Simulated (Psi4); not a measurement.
Geometry relaxation, with input and output: Si2 (part 3 of 3)

The same run, continued: Si2 (disilicon), multiplicity 3; CAM-B3LYP/cc-pVDZ, UKS (Psi4 1.11). The geometry comes from this level: GFN2-xTB.

Geometry of the input (Å):
```
Si 0.0000  0.0000  0.0000
Si 0.0000  0.0000  2.1742
```

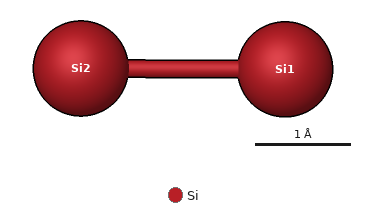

Figure 1. The geometry at step 1 of the log (ball-and-stick view, seen on its broad side; atoms are numbered from 1 in the order of the input).

## Output, continued
```
	----------------------------------------------------------------------------------------------
	   Step    Total Energy     Delta E     Max Force     RMS Force      Max Disp      RMS Disp
	----------------------------------------------------------------------------------------------
	  Convergence Criteria     1.00e-06 *    3.00e-04 *             o    1.20e-03 *             o
	----------------------------------------------------------------------------------------------
	     2    -578.84695635   -1.34e-04      1.23e-03      1.23e-03 o    7.36e-03      7.36e-03 o  ~
	----------------------------------------------------------------------------------------------

Next Geometry in Ang
	Fragment 1 (Ang)

	   Si   0.0000000000   0.0000000000  -1.0763711338
	   Si   0.0000000000   0.0000000000   1.0763711338

    Structure for next step:
    Molecular point group: d2h
    Full point group: D_inf_h

    Geometry (in Angstrom), charge = 0, multiplicity = 3:

    SI           0.000000000000     0.000000000000    -1.076371133832
    SI           0.000000000000     0.000000000000     1.076371133832

gradient() will perform analytic gradient computation.

   => Loading Basis Set <=

    Name: CC-PVDZ
    Role: ORBITAL
    Keyword: BASIS

         ---------------------------------------------------------
                                   SCF
                              UKS Reference
                        1 Threads,   1525 MiB Core
         ---------------------------------------------------------

  ==> Geometry <==

    Molecular point group: d2h
    Full point group: D_inf_h

    Geometry (in Angstrom), charge = 0, multiplicity = 3:

       Center              X                  Y                   Z               Mass
    ------------   -----------------  -----------------  -----------------  -----------------
         SI           0.000000000000     0.000000000000    -1.076371133832    27.976926534650
         SI           0.000000000000     0.000000000000     1.076371133832    27.976926534650

  Running in d2h symmetry.

  Rotational constants: A = ************  B =      0.26004  C =      0.26004 [cm^-1]
  Rotational constants: A = ************  B =   7795.84358  C =   7795.84358 [MHz]
  Nuclear repulsion =   48.179819223711156

  Charge       = 0
  Multiplicity = 3
  Electrons    = 28
  Nalpha       = 15
  Nbeta        = 13

  ==> Algorithm <==

  SCF Algorithm Type is DF.
  DIIS enabled.
  MOM disabled.
  Fractional occupation disabled.
  Guess Type is READ.
  Energy threshold   = 1.00e-08
  Density threshold  = 1.00e-08
  Integral threshold = 1.00e-12

  ==> Primary Basis <==

  Basis Set: CC-PVDZ
    Blend: CC-PVDZ
    Number of shells: 16
    Number of basis functions: 36
    Number of Cartesian functions: 38
    Spherical Harmonics?: true
    Max angular momentum: 2

  ==> DFT Potential <==

   => LibXC <=

    Version 7.1.2

   => Composite Functional: CAM-B3LYP <=

    CAM-B3LYP Hyb-GGA Exchange-Correlation Functional

    Deriv               =              1
    GGA                 =           TRUE
    Meta                =          FALSE

    Exchange Hybrid     =           TRUE
    MP2 Hybrid          =          FALSE

   => Exchange Functionals <=

    0.3500         Becke 88 [omega = 0.3300]
    0.4600   Short-range recipe for B88 functional - erf [omega = 0.3300]

   => Exact (HF) Exchange <=

    0.4600            HF,LR [omega = 0.3300]
    0.1900               HF

   => Correlation Functionals <=

    0.1900   Vosko, Wilk & Nusair (VWN5)
    0.8100   Lee, Yang & Parr

   => LibXC Density Thresholds  <==

    XC_HYB_GGA_XC_CAM_B3LYP:  1.00E-14

   => Molecular Quadrature <=

    Radial Scheme          =       TREUTLER
    Pruning Scheme         =           NONE
    Nuclear Scheme         =       TREUTLER

    Blocking Scheme        =         OCTREE
    BS radius alpha        =              1
    Pruning alpha          =              1
    Radial Points          =             75
    Spherical Points       =            302
    Total Points           =          41306
    Total Blocks           =            380
    Max Points             =            256
    Max Functions          =             36
    Weights Tolerance      =       1.00E-15

   => Loading Basis Set <=

    Name: (CC-PVDZ AUX)
    Role: JKFIT
    Keyword: DF_BASIS_SCF

   => Loading Basis Set <=

    Name: CC-PVDZ
    Role: ORBITAL
    Keyword: BASIS

  Reading orbitals from file s0/run.default.3585616.180.npy, no projection.

  ==> Integral Setup <==

  DFHelper Memory: AOs need 0.007 GiB; user supplied 1.075 GiB.
  SCF_SUBTYPE=INCORE selected. In-core MEM_DF algorithm will be used.
  Using in-core AOs.

  ==> MemDFJK: Density-Fitted J/K Matrices <==

    J tasked:                   Yes
    K tasked:                   Yes
    wK tasked:                  Yes
    Omega:                3.300E-01
    Memory [MiB]:              1100
    Algorithm:                 Core
    Schwarz Cutoff:           1E-12
    Mask sparsity (%):       0.0000
    Fitting Condition:        1E-10

   => Auxiliary Basis Set <=

  Basis Set: (CC-PVDZ AUX)
    Blend: CC-PVDZ-JKFIT
    Number of shells: 72
    Number of basis functions: 224
    Number of Cartesian functions: 260
    Spherical Harmonics?: true
    Max angular momentum: 3

  Cached 100.0% of DFT collocation blocks in 0.043 [GiB].

  Minimum eigenvalue in the overlap matrix is 1.7099982632E-02.
  Reciprocal condition number of the overlap matrix is 6.2849972234E-03.
    Using symmetric orthogonalization.

  ==> Pre-Iterations <==

  SCF Guess: Orbitals guess was supplied from a previous computation.

   -------------------------------------------------------
    Irrep   Nso     Nmo     Nalpha   Nbeta   Ndocc  Nsocc
   -------------------------------------------------------
     Ag         9       9       5       4       4       1
     B1g        1       1       0       0       0       0
     B2g        4       4       1       1       1       0
     B3g        4       4       1       1       1       0
     Au         1       1       0       0       0       0
     B1u        9       9       4       4       4       0
     B2u        4       4       2       1       1       1
     B3u        4       4       2       2       2       0
   -------------------------------------------------------
    Total      36      36      15      13      13       2
   -------------------------------------------------------

  ==> Iterations <==

                           Total Energy        Delta E     RMS |[F,P]|

   @DF-UKS iter   0:  -578.84817435128696   -5.78848e+02   3.92509e-04
   @DF-UKS iter   1:  -578.84696013653036    1.21421e-03   4.27137e-05 DIIS
   @DF-UKS iter   2:  -578.84696052263723   -3.86107e-07   2.21293e-05 DIIS
   @DF-UKS iter   3:  -578.84696063187073   -1.09233e-07   1.34773e-06 DIIS
   @DF-UKS iter   4:  -578.84696063276817   -8.97444e-10   3.62235e-07 DIIS
   @DF-UKS iter   5:  -578.84696063285412   -8.59472e-11   8.65328e-08 DIIS
   @DF-UKS iter   6:  -578.84696063285992   -5.79803e-12   1.13101e-08 DIIS
   @DF-UKS iter   7:  -578.84696063285980    1.13687e-13   2.12216e-09 DIIS
  Energy and wave function converged.

  ==> Post-Iterations <==

   Electrons on quadrature grid:
      Nalpha   =   14.9999992775 ; deviation = -7.225e-07
      Nbeta    =   12.9999993543 ; deviation = -6.457e-07
      Ntotal   =   27.9999986318 ; deviation = -1.368e-06

   @Spin Contamination Metric:   6.801072706E-03
   @S^2 Expected:                2.000000000E+00
   @S^2 Observed:                2.006801073E+00
   @S   Expected:                1.000000000E+00
   @S   Observed:                1.000000000E+00

    Orbital Energies [Eh]
    ---------------------

    Alpha Occupied:

       1Ag   -66.235521     1B1u  -66.235519     2Ag    -5.381409
       2B1u   -5.381252     1B2u   -3.742878     1B3g   -3.742731
       3Ag    -3.742329     3B1u   -3.740805     1B3u   -3.736292
       1B2g   -3.736145     4Ag    -0.626931     4B1u   -0.443390
       5Ag    -0.297124     2B2u   -0.284012     2B3u   -0.259752

    Alpha Virtual:

       2B3g   -0.039956     2B2g   -0.021937     5B1u    0.095525
       6Ag     0.217083     3B2u    0.282491     3B3u    0.299726
       7Ag     0.302969     6B1u    0.339890     1B1g    0.363870
       8Ag     0.364459     4B2u    0.376437     3B3g    0.390513
       4B3u    0.392572     3B2g    0.404197     1Au     0.483208
       7B1u    0.483788     8B1u    0.504185     9Ag     0.630376
       4B3g    0.658745     4B2g    0.676953     9B1u    0.949245

    Beta Occupied:

       1B1u  -66.232152     1Ag   -66.232152     2Ag    -5.377390
       2B1u   -5.377306     1B2u   -3.736261     1B3g   -3.736132
       1B3u   -3.734151     1B2g   -3.734018     3Ag    -3.733859
       3B1u   -3.732394     4Ag    -0.570593     4B1u   -0.384749
       2B3u   -0.248698

    Beta Virtual:

       5Ag    -0.103312     2B2u   -0.096563     2B2g   -0.010217
       2B3g    0.008121     5B1u    0.122003     6Ag     0.247008
       3B3u    0.318005     7Ag     0.323109     3B2u    0.324765
       6B1u    0.372319     1B1g    0.391988     8Ag     0.392629
       3B3g    0.407015     3B2g    0.407761     4B2u    0.411031
       4B3u    0.411371     1Au     0.504092     7B1u    0.504193
       8B1u    0.513566     9Ag     0.659426     4B3g    0.697171
       4B2g    0.698477     9B1u    0.975410

    Final Occupation by Irrep:
             Ag   B1g   B2g   B3g    Au   B1u   B2u   B3u
    DOCC [     4,    0,    1,    1,    0,    4,    1,    2 ]
    SOCC [     1,    0,    0,    0,    0,    0,    1,    0 ]
    NA   [     5,    0,    1,    1,    0,    4,    2,    2 ]
    NB   [     4,    0,    1,    1,    0,    4,    1,    2 ]

  @DF-UKS Final Energy:  -578.84696063285980

   => Energetics <=

    Nuclear Repulsion Energy =             48.1798192237111564
    One-Electron Energy =                -897.6527141884705543
    Two-Electron Energy =                 302.3824763020248270
    DFT Exchange-Correlation Energy =     -31.7565419701253084
    Empirical Dispersion Energy =           0.0000000000000000
    VV10 Nonlocal Energy =                  0.0000000000000000
    Total Energy =                       -578.8469606328598047

  UHF NO Occupations:
  HONO-2 :    4B1u 1.9973496
  HONO-1 :    5 Ag 1.0000000
  HONO-0 :    2B2u 1.0000000
  LUNO+0 :    5B1u 0.0026504
  LUNO+1 :    6 Ag 0.0007115
  LUNO+2 :    3B3u 0.0000422
  LUNO+3 :    6B1u 0.0000001

Computation Completed

Properties will be evaluated at   0.000000,   0.000000,   0.000000 [a0]

Properties computed using the SCF density matrix

 Multipole Moments:

 ------------------------------------------------------------------------------------
     Multipole            Electronic (a.u.)      Nuclear  (a.u.)        Total (a.u.)
 ------------------------------------------------------------------------------------

 L = 1.  Multiply by 2.5417464519 to convert [e a0] to [Debye]
 Dipole X            :          0.0000000            0.0000000            0.0000000
 Dipole Y            :          0.0000000            0.0000000            0.0000000
 Dipole Z            :          0.0000000            0.0000000            0.0000000
 Magnitude           :                                                    0.0000000

 ------------------------------------------------------------------------------------

	total time  =          1 seconds =       0.02 minutes

         ------------------------------------------------------------
                                   SCF GRAD
         ------------------------------------------------------------

  ==> Geometry <==

    Molecular point group: d2h
    Full point group: D_inf_h

    Geometry (in Angstrom), charge = 0, multiplicity = 3:

       Center              X                  Y                   Z               Mass
    ------------   -----------------  -----------------  -----------------  -----------------
         SI           0.000000000000     0.000000000000    -1.076371133832    27.976926534650
         SI           0.000000000000     0.000000000000     1.076371133832    27.976926534650

  Nuclear repulsion =   48.179819223711156

  ==> Basis Set <==

  Basis Set: CC-PVDZ
    Blend: CC-PVDZ
    Number of shells: 16
    Number of basis functions: 36
    Number of Cartesian functions: 38
    Spherical Harmonics?: true
    Max angular momentum: 2

  ==> DFJKGrad: Density-Fitted SCF Gradients <==

    Gradient:                    1
    J tasked:                  Yes
    K tasked:                  Yes
    wK tasked:                 Yes
    Omega:               3.300E-01
    Integrals threads:           1
    Memory [MiB]:             1144
    Schwarz Cutoff:          1E-12
    Fitting Condition:       1E-10

   => Auxiliary Basis Set <=

  Basis Set: (CC-PVDZ AUX)
    Blend: CC-PVDZ-JKFIT
    Number of shells: 72
    Number of basis functions: 224
    Number of Cartesian functions: 260
    Spherical Harmonics?: true
    Max angular momentum: 3

  ==> DFT Potential <==

   => LibXC <=

    Version 7.1.2

   => Composite Functional: CAM-B3LYP <=

    CAM-B3LYP Hyb-GGA Exchange-Correlation Functional

    Deriv               =              1
    GGA                 =           TRUE
    Meta                =          FALSE

    Exchange Hybrid     =           TRUE
    MP2 Hybrid          =          FALSE

   => Exchange Functionals <=

    0.3500         Becke 88 [omega = 0.3300]
    0.4600   Short-range recipe for B88 functional - erf [omega = 0.3300]

   => Exact (HF) Exchange <=

    0.4600            HF,LR [omega = 0.3300]
    0.1900               HF

   => Correlation Functionals <=

    0.1900   Vosko, Wilk & Nusair (VWN5)
    0.8100   Lee, Yang & Parr

   => LibXC Density Thresholds  <==

    XC_HYB_GGA_XC_CAM_B3LYP:  1.00E-14

   => Molecular Quadrature <=

    Radial Scheme          =       TREUTLER
    Pruning Scheme         =           NONE
    Nuclear Scheme         =       TREUTLER

    Blocking Scheme        =         OCTREE
    BS radius alpha        =              1
    Pruning alpha          =              1
    Radial Points          =             75
    Spherical Points       =            302
    Total Points           =          41306
    Total Blocks           =            380
    Max Points             =            256
    Max Functions          =             36
    Weights Tolerance      =       1.00E-15

  -Total Gradient:
     Atom            X                  Y                   Z
    ------   -----------------  -----------------  -----------------
       1        0.000000000000     0.000000000000     0.000054773688
       2       -0.000000000000     0.000000000000    -0.000054773688

	total time  =          1 seconds =       0.02 minutes

    			-----------------------------------------

    			 OPTKING 3.0: for geometry optimizations

    			        with contributions from

    			-----------------------------------------

	                            ===> Fragment 1 <==

	 Z (Atomic Numbers)          Masses                          Geom
	      14.000000            27.976927          0.00000000  0.00000000 -2.03404665
	      14.000000            27.976927          0.00000000  0.00000000  2.03404665

	 - Coordinate -           - BOHR/RAD -       - ANG/DEG -
	 R(1,2)           =         4.068093           2.152742

	        --- Internal Coordinate Step in ANG or DEG, aJ/ANG or AJ/DEG ---
	-------------------------------------------------------------------------------
	           Coordinate      Previous         Force          Change          New
	           ----------      --------        ------          ------        ------
	               R(1,2)       2.15274        0.00045        0.00017       2.15291
	-------------------------------------------------------------------------------

	                                 ==> Convergence Check <==

	Measures of convergence in internal coordinates in au.

	Criteria marked as inactive (o), active & met (*), and active & unmet ( ).

	----------------------------------------------------------------------------------------------
	   Step    Total Energy     Delta E     Max Force     RMS Force      Max Disp      RMS Disp
	----------------------------------------------------------------------------------------------
	  Convergence Criteria     1.00e-06 *    3.00e-04 *             o    1.20e-03 *             o
	----------------------------------------------------------------------------------------------
	     3    -578.84696063   -4.28e-06      5.48e-05 *    5.48e-05 o    3.25e-04 *    3.25e-04 o  ~
	----------------------------------------------------------------------------------------------

Next Geometry in Ang
	Fragment 1 (Ang)

	   Si   0.0000000000   0.0000000000  -1.0764570972
	   Si   0.0000000000   0.0000000000   1.0764570972

    Final optimized geometry and variables:
    Molecular point group: d2h
    Full point group: D_inf_h

    Geometry (in Angstrom), charge = 0, multiplicity = 3:

    SI           0.000000000000     0.000000000000    -1.076371133832
    SI           0.000000000000     0.000000000000     1.076371133832
```

## Trajectory as extended XYZ (Å, eV, eV/Å), 3 frames, from step=0 to step=2
```
2
Properties=species:S:1:pos:R:3:forces:R:3 step=0 energy=-15751.22446
Si    0.0000    0.0000    0.0000    0.0000   0.0000   0.3489
Si    0.0000    0.0000    2.1742    0.0000   0.0000  -0.3489
2
Properties=species:S:1:pos:R:3:forces:R:3 step=1 energy=-15751.22811
Si    0.0000    0.0000    0.0088    0.0000   0.0000   0.0633
Si    0.0000    0.0000    2.1654    0.0000   0.0000  -0.0633
2
Properties=species:S:1:pos:R:3:forces:R:3 step=2 energy=-15751.22822
Si    0.0000    0.0000    0.0107    0.0000   0.0000  -0.0028
Si    0.0000    0.0000    2.1635    0.0000   0.0000   0.0028
```

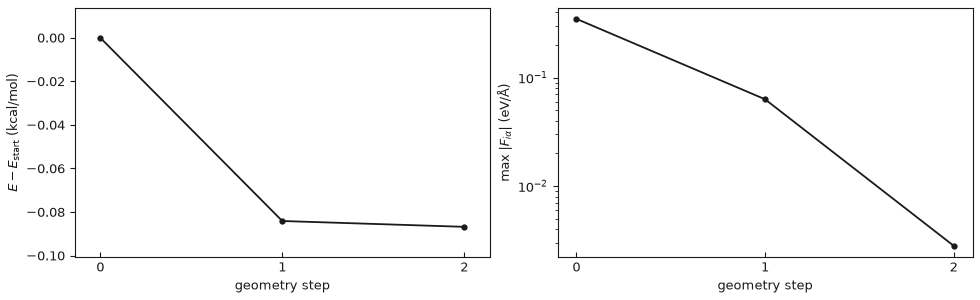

Figure 2. Progress of the relaxation, step by step (steps are counted from 0). After 2 geometry steps the energy has fallen by 0.09 kcal/mol. The largest force component goes from 0.35 to 0.0028 eV/Å. The largest moves after the best rigid fit, 0.011 Å, are those of Si1 and Si2. Distances before and after: Si1–Si2 2.174 → 2.153 Å. (Atoms are counted from 1 in the order of the input.)

## Key numbers

- outcome: converged
- total energy: −578.846961 hartree
- basis functions: 36
- ⟨S²⟩: 2.007
- dipole moment: 0.00 D
- wall time: 6.9 s
- peak memory: 0.34 GiB
